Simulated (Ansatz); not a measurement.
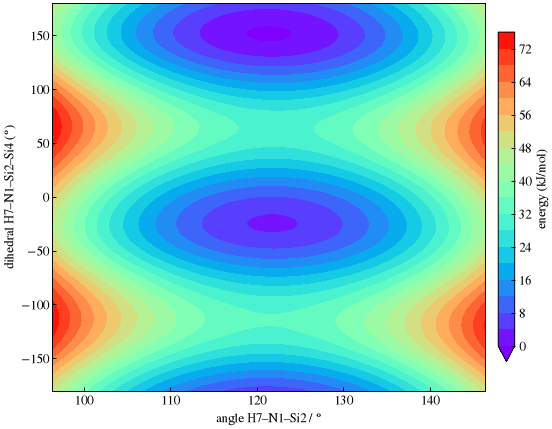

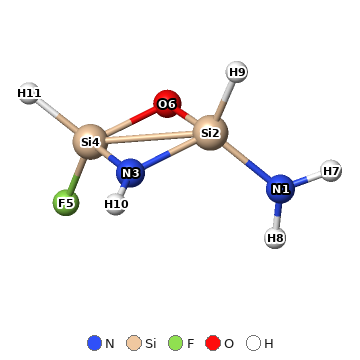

Energy landscape of FH5N2OSi2. 
- The first coordinate is: angle H7–N1–Si2; the second: dihedral H7–N1–Si2–Si4.
- Nothing is relaxed (all other coordinates rigid).
- The grid has 9 × 10 points.
- Points are written as (first, second).
- All energies are given in kJ/mol relative to the lowest grid point.
- Level of theory: Ansatz 0.2.0, RKS PBE0-D4/def2-SVP.

Drawn: filled contours. Between grid points the surface is interpolated. The second picture is the structure at the lowest point.

### What does the map say about the system?

The lowest grid point is at (121.4°, 144°). A higher local minimum lies near (121.4°, −36°) (4.4 kJ/mol above the lowest at that grid point). The highest grid point, (96.4°, 72°), lies 75 kJ/mol above the lowest. On the interpolated surface the easiest way out of the lowest well to the well at about (122°, −25°) passes a barrier of about 31 kJ/mol. Round the minimum the two coordinates are nearly uncoupled.

The whole map (90 points run) took 8.6 min on 1 thread of Arm Neoverse V2, on a shared host.
